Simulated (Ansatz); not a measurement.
The starting structures come from a database of crystals and need not be the phases stable at ambient conditions.

 Where the default PAW files enter, the runs use the earlier of Ansatz's two default sets.

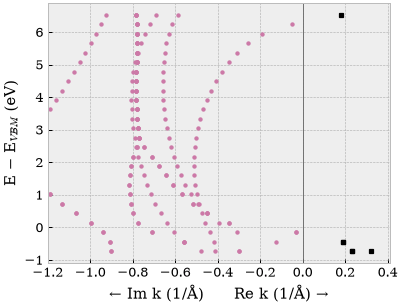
Figure. Complex bands at the centre of the two-dimensional zone; PBEsol (Ansatz, an electronic-structure program)

The gap is the functional's own, uncorrected, and κ follows it; spin-orbit coupling is left out. Mid-gap values are interpolated between the computed energies.

### Question
This is BaAlBO3F2 (P-62c, not sure to be the ambient phase, 16 atoms a cell, 12.1 Å³ an atom) along the normal of (001). Read off the slowest decay at the centre of the two-dimensional zone at 3.04 eV, the computed energy nearest the middle of the gap.

### Answer
κ ≈ 0.49 1/Å, a decay length 1/(2κ) of the density of 1.0 Å.
